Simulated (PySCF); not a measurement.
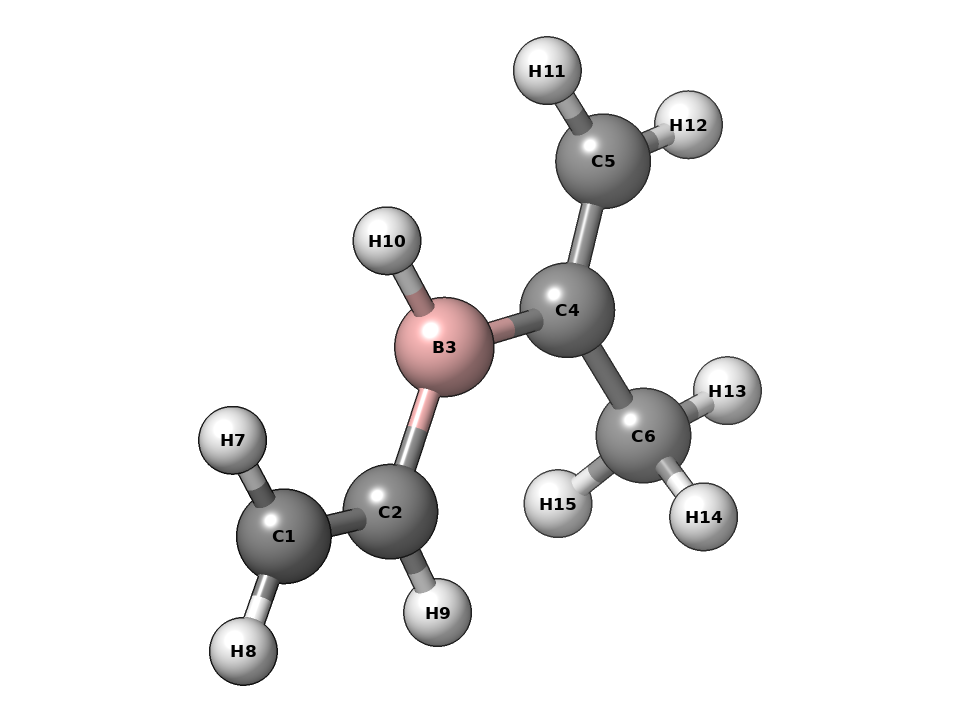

The computed structure is the end point of a PBE0-D3(BJ)/def2-SVP optimisation. No frequency run is at hand to confirm it as a minimum. Level of theory: LDA/pcJ-1 indirect spin-spin coupling, non-relativistic, gas phase (PySCF 2.14.0). Isotopes: 11B, 13C, 1H.

Give the spin–spin coupling constants of these pairs, with the number of bonds between them: B3/C4, C1/B3, B3/C5, B3/H15.

```
   pair  bonds apart  J (Hz)
 B3, C4            1    46.9
 C1, B3            2     5.1
 B3, C5            2     7.2
B3, H15            3     0.8
```
